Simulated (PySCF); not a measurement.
Si(H)2(Cl)(Et), SMILES CC[SiH2]Cl, singlet at its B3LYP/def2-SVP optimised geometry (Å):

```
11

Si     0.5624     0.0733     0.0000
Cl    -0.0785    -0.8183     1.7810
C     -0.1073    -0.8919    -1.4707
C     -1.6370    -0.9910    -1.5510
H      0.0646     1.4777     0.0000
H      2.0516     0.0733     0.0000
H      0.3015    -0.4046    -2.3762
H      0.3463    -1.8987    -1.4411
H     -2.1046     0.0042    -1.6319
H     -1.9567    -1.5777    -2.4272
H     -2.0516    -1.4777    -0.6541
```

Computed with B3LYP/def2-TZVP run with PySCF. Cells within 0.4 Å of a nucleus heavier than hydrogen are left out (blank, or x).

Map of the log10 of the electron density (e/bohr³), floored at −4 on the plane z = 0.0 Å:

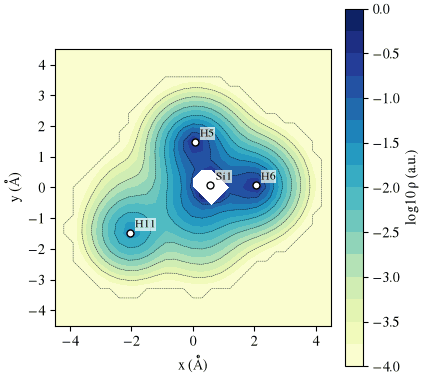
Log10 of the electron density (e/bohr³), floored at −4 on the plane z = 0.0 Å.
